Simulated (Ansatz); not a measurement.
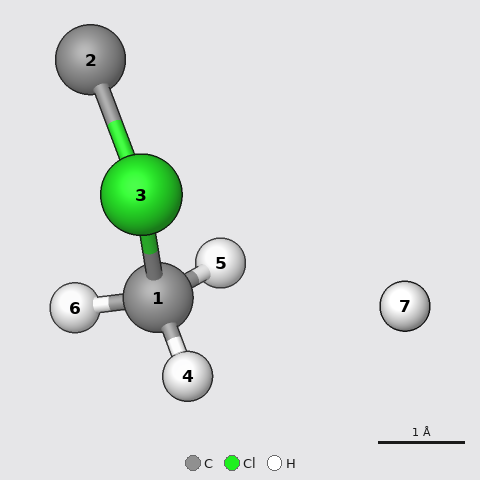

Atoms carry their numbers in the input. The species is neutral and a spin doublet. The geometry was computed by an optimisation with PBE0-D4/def2-TZVP. No frequency run is at hand to confirm it as a minimum.

Give the bond lengths.

```json
{"bond": "C1–Cl3", "length (Å)": "1.788"}
{"bond": "C1–H4", "length (Å)": "1.088"}
{"bond": "C1–H5", "length (Å)": "1.087"}
{"bond": "C1–H6", "length (Å)": "1.087"}
{"bond": "C2–Cl3", "length (Å)": "1.923"}
```
